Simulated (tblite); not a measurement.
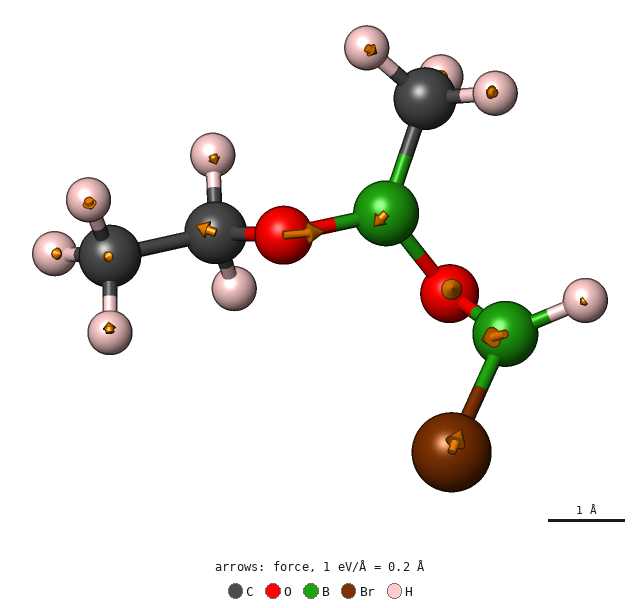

Starting geometry of C3H9B2BrO2 with the computed forces as orange arrows. The picture is a ball-and-stick view, seen at a tilt.

All numbers below come from tblite, GFN2-xTB geometry optimisation, gas phase. 

What follows when this structure is relaxed?

Answer. It isn't relaxed: the largest force vector, on an O atom, is 4.26 eV/Å. The final displacements have little in common with the starting forces (cosine between the two patterns 0.28). The energy falls by 221.7 kJ/mol in 130 geometry steps. An O atom moves most after the best rigid fit: 1.37 Å. Largest moves by element: O 1.37 Å, Br 1.34 Å, H 1.14 Å, C 0.55 Å, B 0.32 Å. Among the contacts that change: B–O 1.463 → 1.291 Å, B–O 1.483 → 1.345 Å, B–O 1.459 → 1.352 Å, B–Br 2.005 → 1.901 Å. Among the angles between lasting bonds that change: B–O–B 105.9° → 157.3°, C–O–B 108.7° → 125.7°, O–B–C 119.0° → 126.2°. Groups turn about B–O by about 95°, B–O by about 95°, C–O by about 90°. The run took 0.81 s on 1 thread of Arm Neoverse V2 (shared host).
